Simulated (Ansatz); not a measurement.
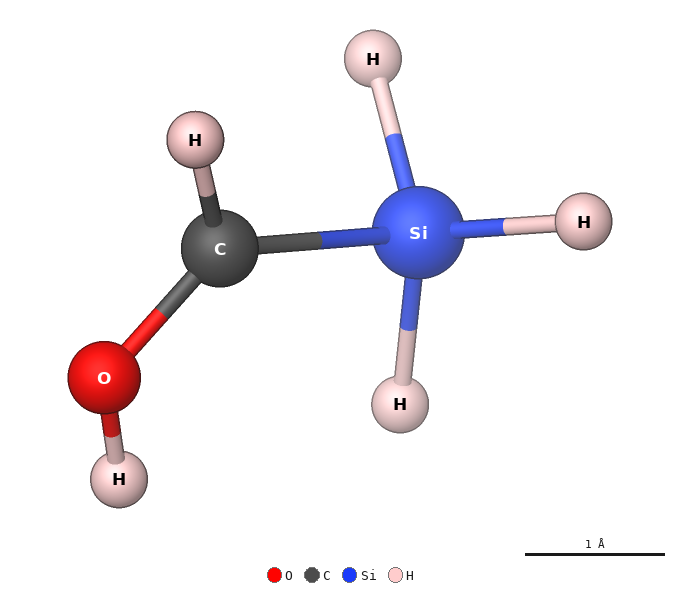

Atoms fade into the background with distance from the viewer. The species has charge +1 and is a spin singlet. The geometry was computed by an optimisation with PBE0-D4/def2-TZVP. No frequency run is at hand to confirm it as a minimum. Masses are those of the most abundant isotopes; constants are for the rigid equilibrium geometry.

> Classify the rotor and give the rotational constants (GHz).

An asymmetric top (Cs): A = 36.0, B = 4.90, C = 4.55 GHz. Ray's parameter κ is −0.98, close to the prolate limit.
